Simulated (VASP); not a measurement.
Band structure of PdP (relaxed from the CsCl type structure, space group Pm-3m). These are PBEsol GGA, VASP's PBE PAW potentials (set 64) (plane waves; VASP) values and carry that method's errors.

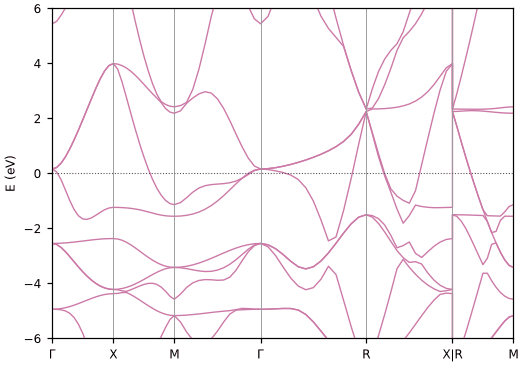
Figure: Bands along high-symmetry lines, zero at the valence-band maximum or, without a gap, the Fermi level

### Question
Read the plot: is there a gap, and where are the band edges?

### Answer
It has no gap at this level: it comes out as a metal or semimetal. (Edges off the drawn lines would not show.)

The structure was generated: PdP was put into the CsCl type type (Pm-3m), which need not be its known phase. It was relaxed first, which changed the volume by -14 %. The electron count is odd and the run is not spin-polarised, which forces a metal.
